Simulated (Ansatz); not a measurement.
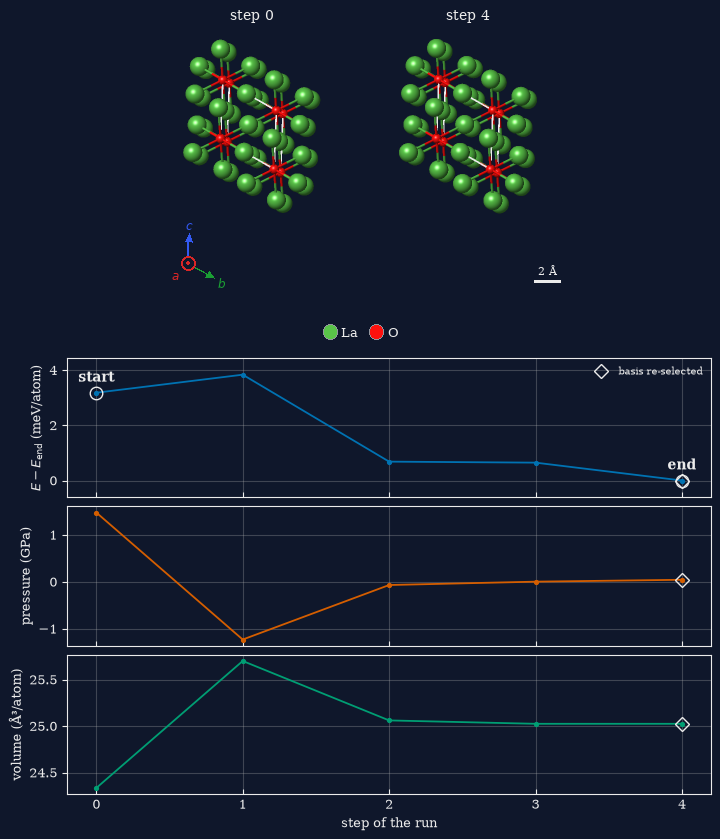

First and last geometry of a relaxation of a crystal of La3O (a generated structure, set up in Im-3m), with the history of the run. A ball-and-stick model of the cell of the calculation, seen from a free direction.

Computed with Ansatz 0.2.0, DFT PBE, scalar-relativistic, plane waves, PAW. (plane-wave cutoff 420 eV; k-point mesh 12 × 12 × 12; occupations gaussian; smearing width 0.1 eV; no spin polarisation; cell and atoms relaxed; force threshold 0.01 eV/Å; at most 80 steps)

**Did the run converge, and what did it change?**

It converged. No atom moves by more than 0.005 Å relative to the cell. The drawn cell changes as follows: a = b = c 5.019 → 5.066 Å (+0.9 %); the volume changes by +2.8 %. Some distances before and after: La–La 2.898 → 2.925 Å, La–O 2.898 → 2.925 Å. The space group stays Im-3m (No. 229). After 3 accepted moves (4 points after the start) the energy has fallen by 3.2 meV per atom. All forces vanish by symmetry, so only the cell relaxes. The pressure goes from 1.48 to 0.04 GPa. The SCF was repeated once at an unchanged geometry on a basis and grid sized afresh for the cell, which shifted the energy by 0.6 meV per atom at most.
